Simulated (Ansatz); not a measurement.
# Cl2 (chlorine): HSE06/STO-3G

What is the energy change on altering one bond length of Cl2 (chlorine) at HSE06/STO-3G? 

Program for the calculation: Ansatz 0.2.0.

21 further runs of the same task are left out: 3 that didn't finish, 18 set aside as unsound or not needed.

**1. The molecule**

The species is Cl2 (2 atoms), meant as a singlet with charge 0. SMILES: `ClCl`. Geometry: relaxed at GFN2-xTB.

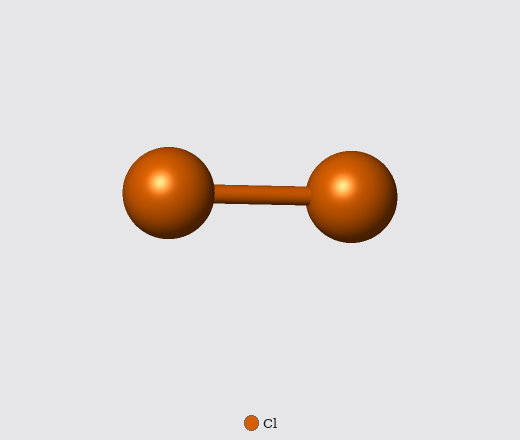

The structure, seen from a chosen angle (chlorine orange).

**2. A single-point energy at HSE06/STO-3G**

in.yaml reads:

```yaml
crystal:
  periodic: [false, false, false]
  atoms:
    - {symbol: Cl, position_ang: [0.859850, -0.286310, 0.440860]}
    - {symbol: Cl, position_ang: [-0.859850, 0.286310, -0.440860]}
basis:
  gaussian:
    orbitals: STO-3G
hamiltonian:
  xc: hse06
accuracy: high
```

Command:

```
$ ansatz run in.yaml --threads 1 --pin off --max-ram 2610MiB --events-out events.jsonl --progress --plain --runs-dir runs
```

Output:

```text
Warning: RAYON_NUM_THREADS=1 ignored (pool sized by the plan → 1); use --threads N
Functional definition: HSE06
  name "HSE06"
  parameter a = 0.25
  parameter omega = 0.11/bohr
  exchange = pbe_x - a*pbe_x_sr(omega) + a*exact_x_sr(omega)
  correlation = pbe_c
297 factors; integrals over basis functions are off by at most 2.5e-8 eV
46 factors; integrals over basis functions are off by at most 8.9e-10 eV
mean field evaluation 1: about -24763.6724 eV, gradient 3.8e0 eV
mean field evaluation 2: about -24763.7554 eV, gradient 7.6e-1 eV
mean field evaluation 4: about -24763.7715 eV, gradient 5.5e-2 eV
mean field evaluation 8: about -24763.7715 eV, gradient 1.6e-6 eV
mean field -24763.77149434 eV, -910.0518169298 hartree, gradient 4.5e-9 eV, S^2 0.000000; 0 other end points of the search recorded, 0 dependent functions left out
reference -24763.77149554 eV, -910.0518169740 hartree; 17, 17 occupied and 1, 1 virtual orbitals, 297 factors
Total energy: -24763.77149554 eV, -910.0518169740 hartree
```

Run time: 0.68 s. Hardware: 1 thread of Arm Neoverse V2, shared host.

**3. The distorted shape at the same level**

in.yaml reads:

```yaml
crystal:
  periodic: [false, false, false]
  atoms:
    - {symbol: Cl, position_ang: [1.289762, -0.429461, 0.661283]}
    - {symbol: Cl, position_ang: [-0.859850, 0.286310, -0.440860]}
basis:
  gaussian:
    orbitals: STO-3G
magnetization:
  spin_polarized: false
hamiltonian:
  xc: {name: HSE06}
accuracy: high
```

Command:

```
$ ansatz run in.yaml --threads 1 --pin off --max-ram 2610MiB --events-out events.jsonl --progress --plain --runs-dir runs
```

Output, cut to the lines that bear on the results:

```text
Warning: RAYON_NUM_THREADS=1 ignored (pool sized by the plan → 1); use --threads N
[... 6 set-up lines as earlier in the session ...]
283 factors; integrals over basis functions are off by at most 2.1e-8 eV
50 factors; integrals over basis functions are off by at most 7.9e-10 eV
mean field evaluation 1: about -24762.6523 eV, gradient 1.3e0 eV
mean field evaluation 2: about -24762.6620 eV, gradient 3.3e-1 eV
mean field evaluation 4: about -24762.6619 eV, gradient 8.4e-2 eV
mean field evaluation 8: about -24762.6619 eV, gradient 8.5e-7 eV
mean field -24762.66190531 eV, -910.0110402850 hartree, gradient 2.0e-9 eV, S^2 0.000000; 0 other end points of the search recorded, 0 dependent functions left out
reference -24762.66190657 eV, -910.0110403313 hartree; 17, 17 occupied and 1, 1 virtual orbitals, 283 factors
Total energy: -24762.66190657 eV, -910.0110403313 hartree
```

Wall time 0.68 s (1 thread of Arm Neoverse V2, shared host).

**4. Results**

At HSE06/STO-3G:

| quantity | value |
| --- | --- |
| first shape: total energy | -910.05182 Eh |
| distorted shape: total energy | -910.01104 Eh |
| energy change with the Cl1–Cl2 bond stretched from 2.016 to 2.519 Å | 1.110 eV |

**Reading.** With the Cl1–Cl2 bond stretched from 2.016 to 2.519 Å the energy rises by 1.11 eV (107 kJ/mol). The first shape isn't relaxed at this level, so the change isn't measured from a minimum. The minimal basis adds a large error of its own.
